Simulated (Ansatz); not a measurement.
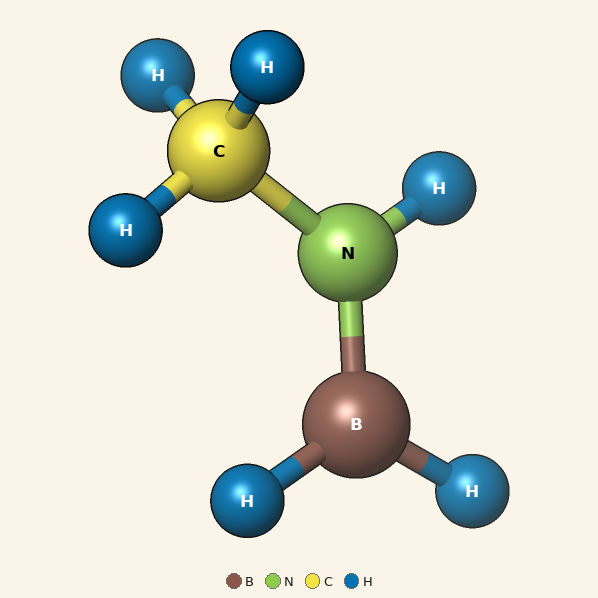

Every bond is drawn as one stick, whatever its order.

The computed structure is the end point of a PBE0-D4/def2-TZVP optimisation.

What is the molecular formula?

CH6BN, 9 atoms: 1 carbon, 6 hydrogen, 1 boron and 1 nitrogen.

Count the bonded pairs by element.

3 C–H, 2 B–H, 1 B–N, 1 C–N, 1 N–H. Sticks follow a distance rule.

Give the symmetry (Schoenflies symbol).

Cs.

How many sets of symmetry-equivalent atoms are there?

8: 1 B, 1 N, 1 C, 1 H, 1 H, 1 H, 1 H, 2 H.

The parts below concern this one geometry. Atoms keep their numbers from picture to picture.

**Shape**

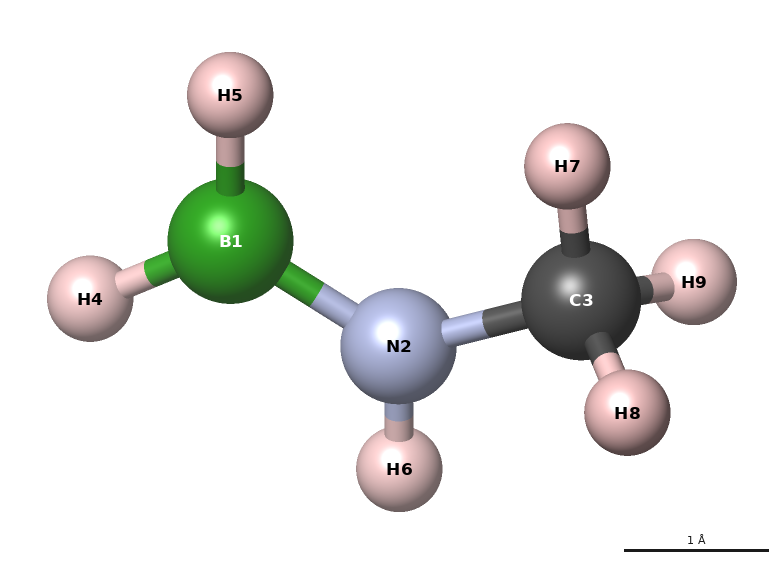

The atoms are numbered.

What is the geometry at N2?

N2 has 3 neighbours (B1 at 1.38, C3 at 1.44, H6 at 1.01 Å); the arrangement is trigonal planar.

How are the neighbours of atom 3 arranged?

C3 has 4 neighbours (N2 at 1.44, H7 at 1.09, H8 at 1.09, H9 at 1.09 Å); the arrangement is tetrahedral.

Describe the coordination of atom 1.

B1 has 3 neighbours (N2 at 1.38, H4 at 1.20, H5 at 1.20 Å); the arrangement is trigonal planar.

**Thermal motion**

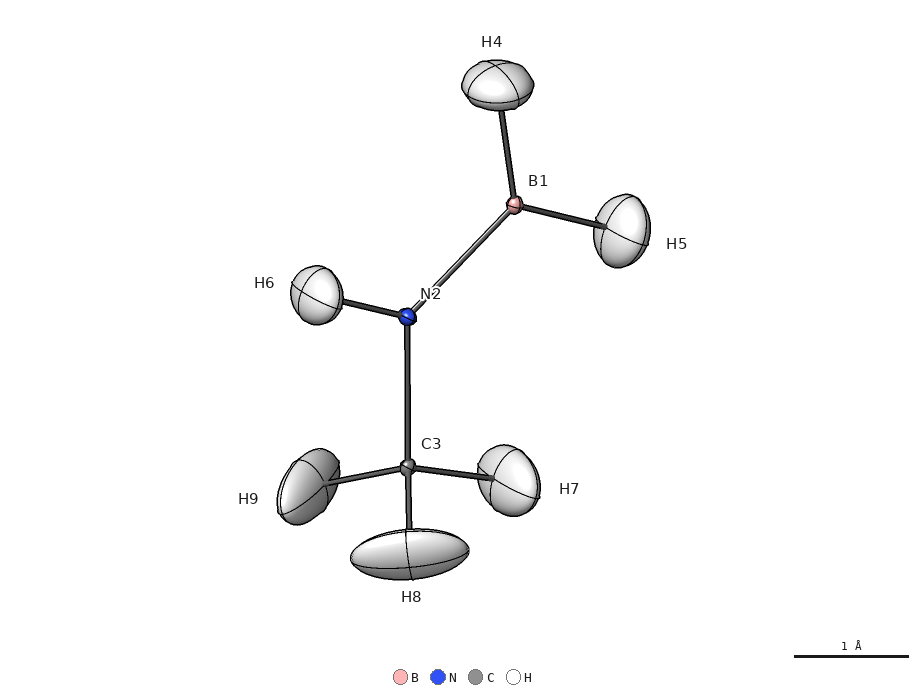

Displacement ellipsoids at the 50 % level, enlarged 1.5 times, from the internal vibrations of the free molecule (harmonic, no overall translation or rotation; no half-axis is drawn under 0.075 Å). Vibrations computed with RKS PBE0-D4/def2-TZVP (Ansatz 0.2.0). Temperature: 200 K.

Which atom has the largest mean-square displacement?

H8, H9, with U_eq = 0.0232 Å².

Does H9 move more along its bond or across it?

Across it: the root-mean-square amplitude is 0.075 Å along the bond and up to 0.226 Å across, since bending and torsion are softer than stretching.

Give the displacement parameters, one line for each set of equivalent atoms.

```json
{"atom": "B1", "U_eq (Å²)": "0.0011", "rms amplitudes (Å)": "0.024, 0.036, 0.036"}
{"atom": "N2", "U_eq (Å²)": "0.0013", "rms amplitudes (Å)": "0.023, 0.035, 0.046"}
{"atom": "C3", "U_eq (Å²)": "0.00072", "rms amplitudes (Å)": "0.021, 0.023, 0.034"}
{"atom": "H4", "U_eq (Å²)": "0.0163", "rms amplitudes (Å)": "0.084, 0.130, 0.157"}
{"atom": "H5", "U_eq (Å²)": "0.0167", "rms amplitudes (Å)": "0.080, 0.141, 0.154"}
{"atom": "H6", "U_eq (Å²)": "0.0133", "rms amplitudes (Å)": "0.074, 0.109, 0.150"}
{"atom": "H7", "U_eq (Å²)": "0.0205", "rms amplitudes (Å)": "0.074, 0.126, 0.200"}
{"atom": "H8, H9", "U_eq (Å²)": "0.0232", "rms amplitudes (Å)": "0.075, 0.114, 0.226"}
```

**Dipole moment**

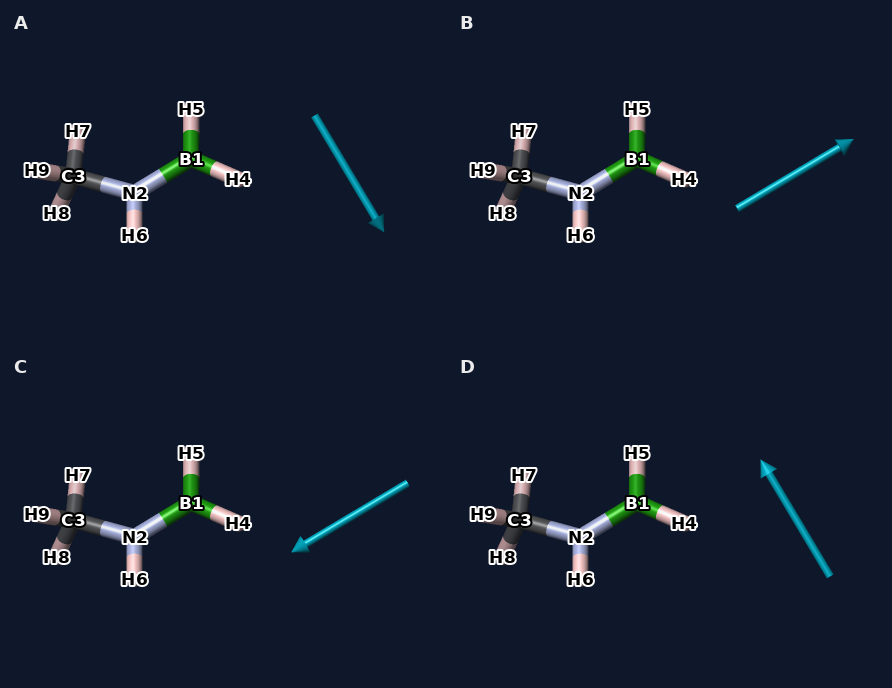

The same molecule four times, each with an arrow. Properties computed with RKS PBE0-D4/def2-TZVP (Ansatz 0.2.0).

Which arrow points along the dipole moment, from the negative to the positive end?

C. The dipole moment is 2.08 D; it points from the side of H4, H5 to the side of H8, H9 (the outermost atoms at the two ends).

**Electronic properties**

Level of theory: RKS PBE0-D4/def2-TZVPP (Ansatz 0.2.0).

Estimate the LUMO energy (Kohn–Sham orbital).

0.25 eV.

Estimate the HOMO energy (Kohn–Sham orbital).

−7.89 eV.

What is the dispersion correction?

−8.5 kJ/mol.

**Vibrations**

Harmonic vibrations computed with RKS PBE0-D4/def2-TZVP (Ansatz 0.2.0) at a stationary point of the same level.

How many vibrational modes are there, and where do they lie?

21 modes: 183, 402, 438, 811, 898, 994, 996, 1149, 1173, 1203, 1347, 1452, 1486, 1490, 1559, 2569, 2651, 3035, 3089, 3146, 3617 cm⁻¹.
